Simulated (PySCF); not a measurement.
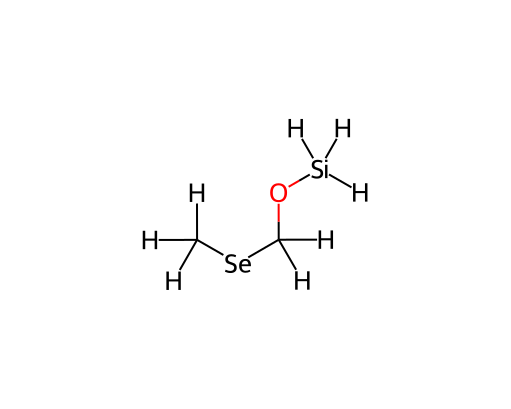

Structural formula above. The computed structure is the end point of a PBE0-D3(BJ)/def2-SVP optimisation. No frequency run is at hand to confirm it as a minimum.

Describe the 3D structure.

It has 13 atoms: 2 carbon, 8 hydrogen, 1 oxygen, 1 selenium and 1 silicon (C₂H₈OSeSi). Its SMILES string is `C[Se]CO[SiH3]`. It has no ring. Among its groups: Si–H bond, Si–O bond. This geometry has C1 symmetry. Coordination: 2 C tetrahedral; 1 Se bent; 1 O bent; 1 Si tetrahedral.

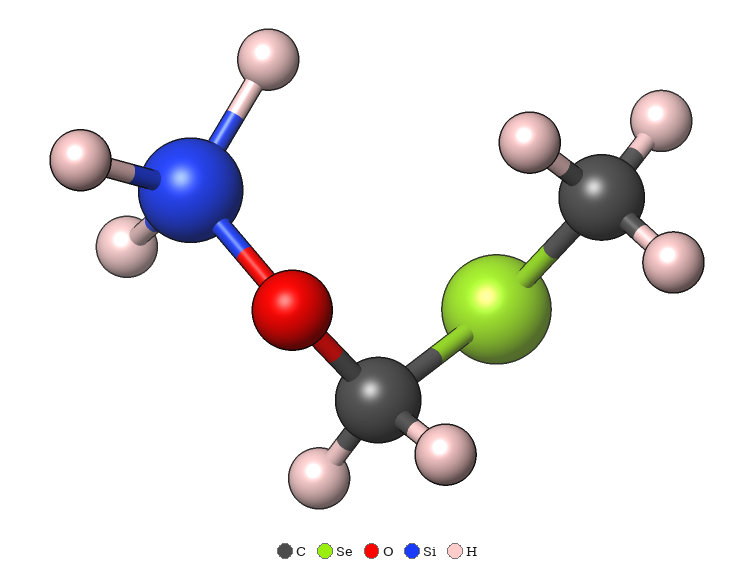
